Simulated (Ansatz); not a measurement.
## Electronic structure of AlClF3H in real space

```xyz
6

Al   -0.6117    0.1797   -0.1433
Cl   -0.5502   -1.6907    0.8444
F    -0.8391    0.1767   -1.7662
F    -1.0436    1.4927    0.7388
H     1.6731   -0.4697    0.3796
F     1.3713    0.3112   -0.0533
```

Method: RKS PBE0-D4/def2-mTZVP (Ansatz).

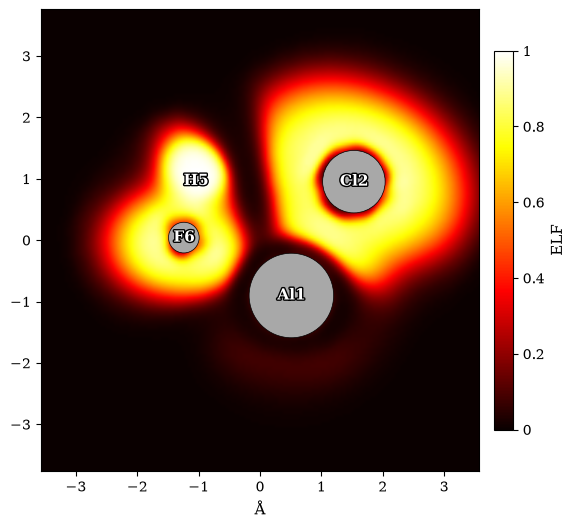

Figure 1. ELF on the plane of atoms Cl2, Al1 and F6. Grey discs cover the atomic cores.

Q: Describe what can be read from this map.

A: The section cuts through Al, Cl, H and F sites.
Al–Cl (2.12 Å): the ELF peaks at about 0.90 in the valence shell of Cl, 0.9 Å from its nucleus, and is about 0.85 at the midpoint.
F–H (0.94 Å): the ELF climbs to about 1 towards the hydrogen, as it does in any bond to H; an ordinary covalent bond to hydrogen.
The ELF also peaks beside F6 and Cl2, away from the bonds: lone-pair regions.

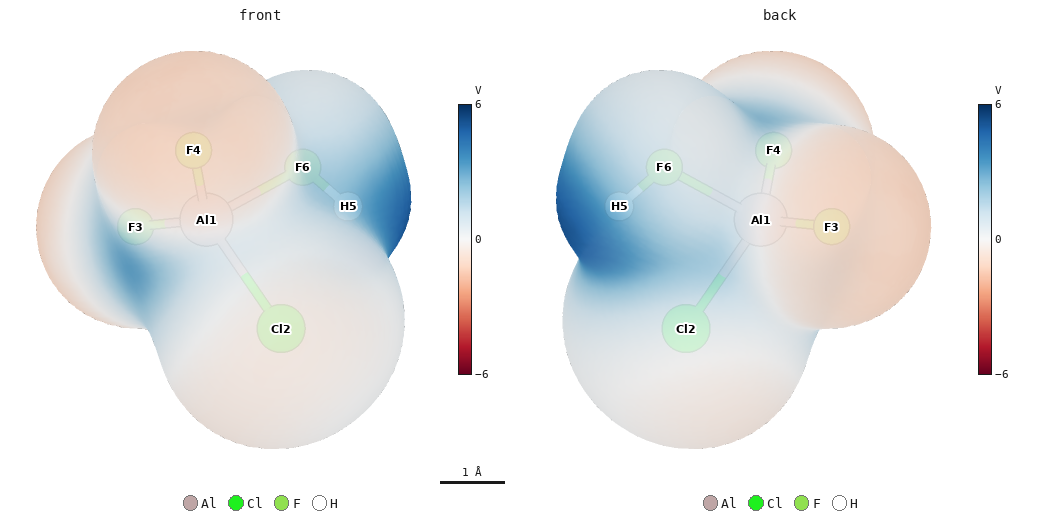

Figure 2. The molecular electrostatic potential painted on the density surface at 0.002 e/bohr³, seen from the front and from behind; red is negative and blue positive.

Q: Describe the electrostatic potential map.

A: The most negative region (about −1.3 V) lies over F3 and F4, the most positive (about +5.0 V) over H5.

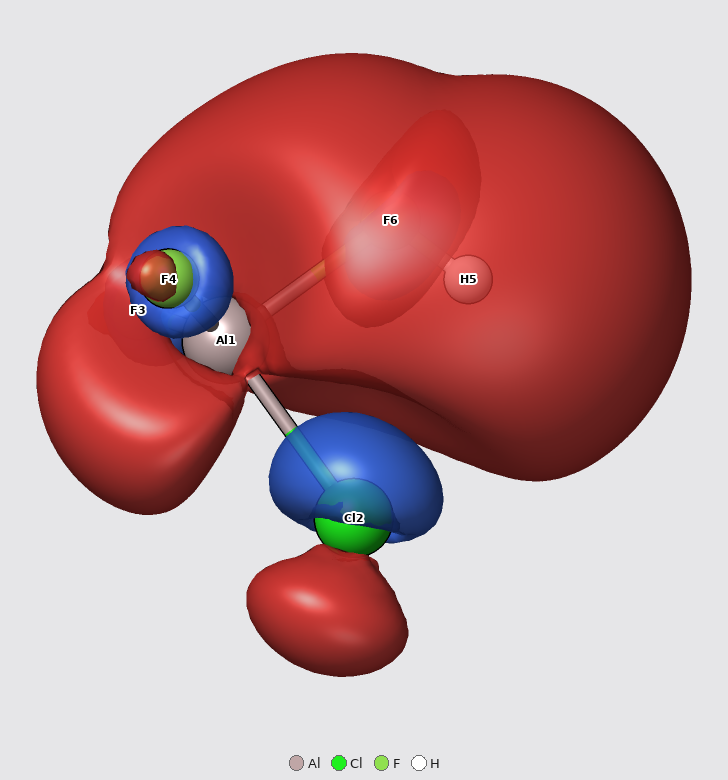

Figure 3. The LUMO at ±0.06 Å⁻³ᐟ² (blue and red are the two phases), seen across its widest extent.

Q: Describe this orbital and give its energy.

A: Its weight (Hirshfeld) is mainly on H5 (about 40 %), Al1 (about 25 %), F6 (about 20 %) and Cl2 (about 10 %). Its energy is −1.05 eV.

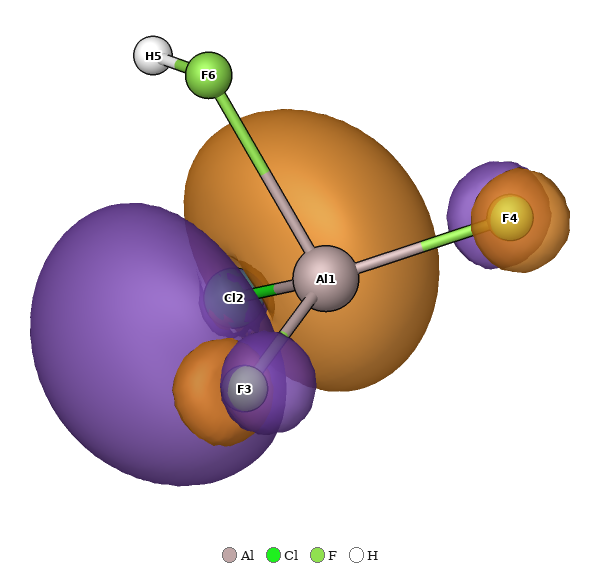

Figure 4. One frontier orbital at ±0.1 Å⁻³ᐟ² (orange and purple are the two phases), seen at an oblique angle.

Q: Which orbital is it: HOMO or LUMO?

A: The HOMO, at −9.66 eV. It lies mainly on Cl2 (about 90 %); largely a lone pair of Cl2.
